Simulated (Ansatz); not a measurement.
**CuF (fluorocopper) at PBE/def2-TZVPP**

What is the electronic atomisation energy of CuF (fluorocopper) at PBE/def2-TZVPP? 

Program for the calculation: Ansatz 0.2.0.

20 further runs of the same task are left out: 20 set aside as unsound or not needed.

**1. The molecule**

CuF has 2 atoms, charge 0, and is taken as a singlet. As SMILES, `[F][Cu]`. The shape is that of a PBE0-D4/def2-TZVP optimisation.

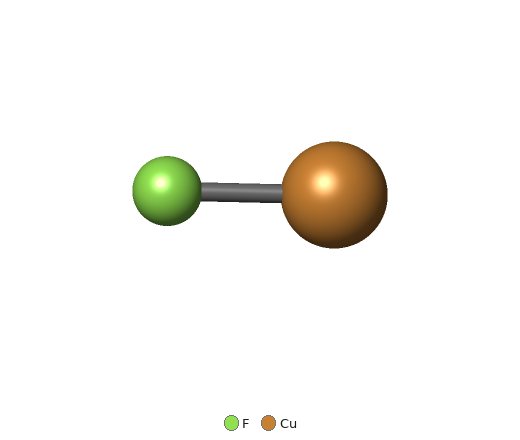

Viewed from a chosen angle; fluorine green, copper orange.

**2. The energy at PBE/def2-TZVPP**

Contents of molecule.yaml:

```yaml
crystal:
  periodic: [false, false, false]
  atoms:
    - {symbol: F, position_ang: [0.751010, -0.268940, 0.377080]}
    - {symbol: Cu, position_ang: [-0.751010, 0.268940, -0.377080]}
basis:
  gaussian:
    orbitals: def2-TZVPP
hamiltonian:
  xc: pbe
accuracy: high
output:
  orbitals: {seedname: orbitals}
```

Launch:

```
ansatz run molecule.yaml --threads 1 --pin off --max-ram 3480MiB --events-out events.jsonl --progress --plain --runs-dir runs
```

Standard output:

```text
Warning: RAYON_NUM_THREADS=1 ignored (pool sized by the plan → 1); use --threads N
Functional definition: PBE
  name "PBE"
  parameter kappa = 0.804
  parameter beta = 0.06672455060314922
  exchange = pbe_x(kappa = kappa, mu = beta*pi^2/3)
  correlation = pbe_c(beta = beta)
1369 factors; integrals over basis functions are off by at most 4.3e-9 eV
mean field evaluation 1: about -47344.0322 eV, gradient 7.0e1 eV
mean field evaluation 2: about -47132.2988 eV, gradient 4.2e2 eV
mean field evaluation 4: about -47347.3841 eV, gradient 4.9e1 eV
mean field evaluation 8: about -47349.7951 eV, gradient 2.3e-1 eV
mean field evaluation 16: about -47349.7905 eV, gradient 1.8e-5 eV
mean field -47349.79051478 eV, -1740.0727065774 hartree, gradient 6.8e-8 eV, S^2 0.000000; 0 other end points of the search recorded, 0 dependent functions left out
reference -47349.79051843 eV, -1740.0727067117 hartree; 19, 19 occupied and 76, 76 virtual orbitals, 1369 factors
Total energy: -47349.79051843 eV, -1740.0727067117 hartree
```

Run time: 4.2 s. Hardware: 1 thread of Arm Neoverse V2, shared host; peak memory 0.18 GiB.

**3. The Cu atom, same level**

Contents of input.yaml:

```yaml
crystal:
  periodic: [false, false, false]
  atoms:
    - {symbol: Cu, position_ang: [0.000000, 0.000000, 0.000000]}
basis:
  gaussian:
    orbitals: def2-TZVPP
accuracy: high
hamiltonian:
  xc: {name: PBE}
magnetization:
  spin_polarized: true
  initial_magnetization: 1
```

Launch:

```
ansatz run input.yaml --threads 1 --pin off --max-ram 3480MiB --events-out events.jsonl --progress --plain --runs-dir runs
```

Standard output:

```text
Warning: RAYON_NUM_THREADS=1 ignored (pool sized by the plan → 1); use --threads N
Functional definition: PBE
  name "PBE"
  parameter kappa = 0.804
  parameter beta = 0.06672455060314922
  exchange = pbe_x(kappa = kappa, mu = beta*pi^2/3)
  correlation = pbe_c(beta = beta)
779 factors; integrals over basis functions are off by at most 4.3e-9 eV
mean field evaluation 1: about -44630.3409 eV, gradient 4.2e1 eV
mean field evaluation 2: about -44110.0537 eV, gradient 3.8e2 eV
mean field evaluation 4: about -44633.1245 eV, gradient 1.1e1 eV
mean field evaluation 8: about -44633.3388 eV, gradient 6.0e-2 eV
mean field evaluation 16: about -44633.3388 eV, gradient 9.4e-7 eV
mean field evaluation 32: about -44633.2698 eV, gradient 3.3e0 eV
mean field -44633.33877807 eV, -1640.2449465303 hartree, gradient 6.5e-8 eV, S^2 0.752555; 3 other end points of the search recorded, 0 dependent functions left out
reference -44633.33878099 eV, -1640.2449466376 hartree; 15, 14 occupied and 49, 50 virtual orbitals, 779 factors
Total energy: -44633.33878099 eV, -1640.2449466376 hartree
```

Run time: 3.9 s. Hardware: 1 thread of Arm Neoverse V2, shared host; peak memory 0.15 GiB.

**4. The F atom**

Contents of job.yaml:

```yaml
crystal:
  periodic: [false, false, false]
  atoms:
    - {symbol: F, position_ang: [0.000000, 0.000000, 0.000000]}
basis:
  gaussian: {orbitals: def2-TZVPP}
total_charge: 0
magnetization: {spin_polarized: true, initial_magnetization: 1}
hamiltonian: {xc: {name: PBE}}
accuracy: high
```

Launch:

```
ansatz run job.yaml --threads 1 --pin off --max-ram 3480MiB --events-out events.jsonl --progress --plain --runs-dir runs
```

Standard output:

```text
Warning: RAYON_NUM_THREADS=1 ignored (pool sized by the plan → 1); use --threads N
Functional definition: PBE
  name "PBE"
  parameter kappa = 0.804
  parameter beta = 0.06672455060314922
  exchange = pbe_x(kappa = kappa, mu = beta*pi^2/3)
  correlation = pbe_c(beta = beta)
309 factors; integrals over basis functions are off by at most 2.7e-9 eV
mean field evaluation 1: about -2712.0003 eV, gradient 8.0e0 eV
mean field evaluation 2: about -2712.0443 eV, gradient 6.0e0 eV
mean field evaluation 4: about -2712.1350 eV, gradient 2.5e-2 eV
mean field evaluation 8: about -2712.1350 eV, gradient 2.6e-4 eV
mean field evaluation 16: about -2711.8799 eV, gradient 1.1e1 eV
mean field evaluation 32: about -2712.1344 eV, gradient 2.2e-1 eV
mean field -2712.13499522 eV, -99.6691227232 hartree, gradient 5.1e-9 eV, S^2 0.751267; 2 other end points of the search recorded, 0 dependent functions left out
reference -2712.13499603 eV, -99.6691227529 hartree; 5, 4 occupied and 26, 27 virtual orbitals, 309 factors
Total energy: -2712.13499603 eV, -99.6691227529 hartree
```

Run time: 0.72 s. Hardware: 1 thread of Arm Neoverse V2, shared host.

**5. Outcome**

At PBE/def2-TZVPP:

| quantity | value |
| --- | --- |
| molecule: total energy | -1740.07271 Eh |
| molecule: HOMO energy | -5.98 eV |
| molecule: LUMO energy | -4.06 eV |
| molecule: HOMO–LUMO gap | 1.92 eV |
| Cu atom: total energy | -1640.24495 Eh |
| Cu atom: ⟨S²⟩ | 0.753 |
| F atom: total energy | -99.66912 Eh |
| F atom: ⟨S²⟩ | 0.751 |
| electronic atomisation energy | 4.317 eV |

In words: Taking the molecule apart into free atoms costs 4.32 eV (100 kcal/mol), before zero-point energy and without spin-orbit coupling.
